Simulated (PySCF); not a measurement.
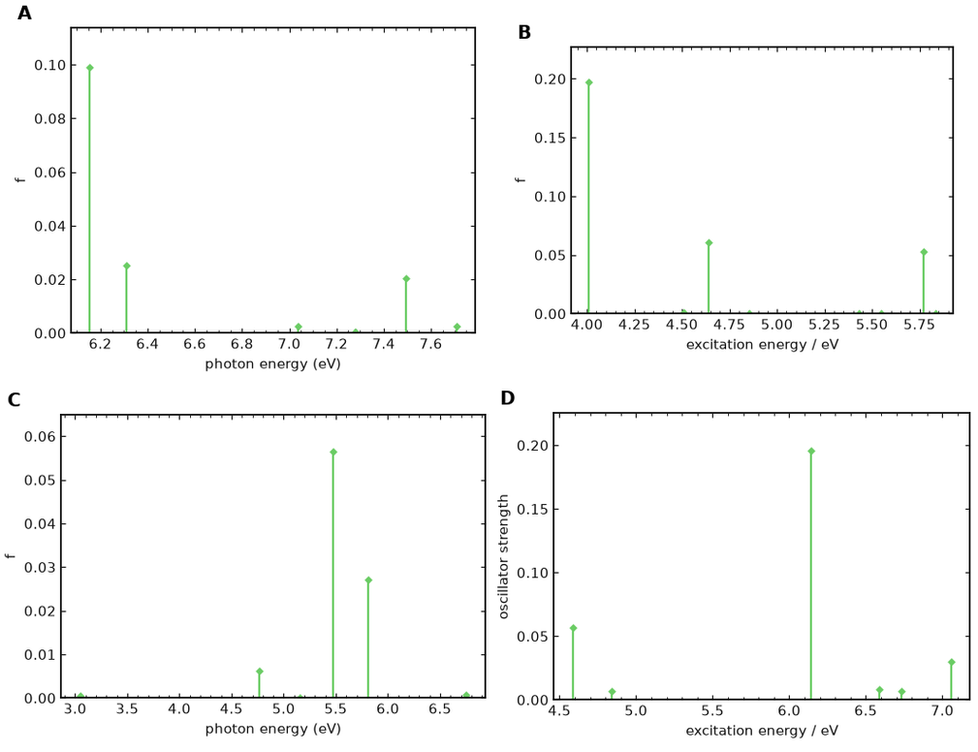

Vertical TDDFT excitations, PBE0/def2-SVPD, PySCF, at a GFN2-xTB geometry (no frequency check), gas phase. Each panel shows the lowest singlet states that were computed.

Which panel belongs to which molecule?
1. C₄H₈O₃Si, SMILES CC(=O)C(=O)C[SiH2]O
2. C₅H₇F, SMILES C[C@H](F)C1=CC1
3. C₆H₄N₂Se, SMILES C=Cc1cn[se]c1C#N
4. C₆H₈O₃, SMILES C[C@@H]1OCC=C1C(=O)O

A: 2 (S1 at 6.15 eV, brightest at 6.15 eV)
B: 3 (S1 at 4.01 eV, brightest at 4.01 eV)
C: 1 (S1 at 3.05 eV, brightest at 5.48 eV)
D: 4 (S1 at 4.59 eV, brightest at 6.14 eV)

Caveats, for all or some of the runs: core orbitals are frozen in the response; one conformer of a flexible molecule; spin-orbit coupling is left out, and with Se it can shift these levels and split any degenerate set; states above the negative HOMO energy depend on the basis; the tight-binding geometry is rougher than a DFT one and adds to the error.
